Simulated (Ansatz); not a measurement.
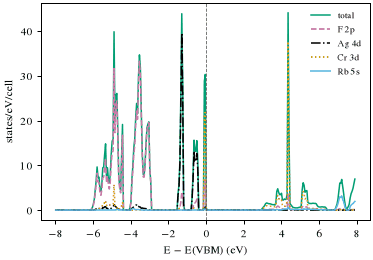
Total and projected density of states of Rb$_{2}$CrAgF$_{6}$ in space group Fm-3m (No. 225; Rb on 8c, Cr on 4a, Ag on 4b, F on 24e), r²SCAN (plane waves, PAW; program Ansatz)

Which orbitals carry the states next to the gap?

Top 1 eV of the valence band: Ag 4d 48 %, Cr 3d 32 %, F 2p 17 %. Bottom 1 eV of the conduction band: Cr 3d 65 %, F 2p 15 %, Ag 5s 9 %. Projections are on Löwdin-orthogonalised atomic valence shells; empty p or d shells of many metals are not among them.

Where is the tallest occupied peak in this window, and what makes it?

Near -1.3 eV, about 44 states/eV per cell; the largest projected share is Ag 4d.

The first step of the workflow began from a Materials Project structure, measured or hypothetical; the Crystallography Open Database copy checked does not list it. Its standing as an ambient phase is unchecked. Symmetry was held in the r²SCAN relaxation; whether a distortion lowers the energy is not shown. Spin order of the final state: ferromagnetic, chosen from 3 collinear starts compared on coarse meshes (ties went to the first, and starts can fall back to one state), not a proven ground state. Other orbital occupations within this spin state were not tried. No Hubbard U is applied. Spin–orbit coupling is left out wherever it is not named.

Potentials: the later of the program's two PAW sets.
